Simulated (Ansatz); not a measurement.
# Abstraction of H: C3H4 + C2H5Te → C3H3 + C2H6Te

Gas-phase species: C3H4 (propyne) `C#CC`, singlet; C2H5Te `CC[Te]`, doublet; C3H3 (propargyl radical) `[CH]=C=C`, doublet; C2H6Te `CC[TeH]`, singlet. A radical takes H: the energy is the difference in strength between the C–H bond broken and the Te–H bond made.

Shapes, held fixed at every level: PBE0-D4/def2-TZVP. Flexible molecules stand in one conformer, not always the lowest. Programs: Ansatz 0.2.0. The zero-point and thermal change to 298 K, harmonic and unscaled (PBE0-D4/def2-TZVP), is -16.3 kJ/mol.

```tsv
level	kind	ΔH(298 K) (kJ/mol)	CPU time (sum over the molecules)
HF/def2-TZVPP	Hartree–Fock	+80.6	–
B3LYP-D4/def2-TZVPP	global hybrid	+76.9	85 s
BHLYP-D4/def2-TZVPP	global hybrid	+84.3	57 s
PBE0-D4/def2-TZVPP	global hybrid	+79.9	50 s
r2SCAN0-D4/def2-TZVPP	global hybrid	+74.4	1.8 min
wB97M-V/def2-TZVPP	range-separated hybrid	+95.1	3.4 min
B2PLYP/def2-TZVPP	double hybrid	+89.6	81 s
```

B2PLYP/def2-TZVPP gives ΔH(298 K) = +89.6 kJ/mol; the levels span +74.4 to +95.1. The median of the levels is +80.6. No measured value is set beside it here. Spin contamination: C3H3 (⟨S²⟩ up to 0.96). Open shells run unrestricted. For atoms past krypton def2 sets carry core potentials with scalar relativity. Outer-core shells of Te are correlated, in sets that cover them unevenly. Times are processor times on shared x86 and Arm servers, and rough.

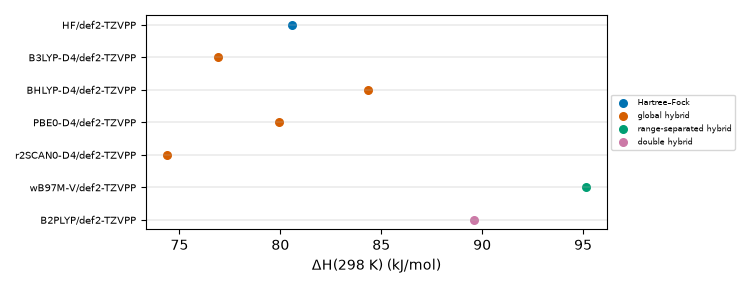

The values of the table, level by level.
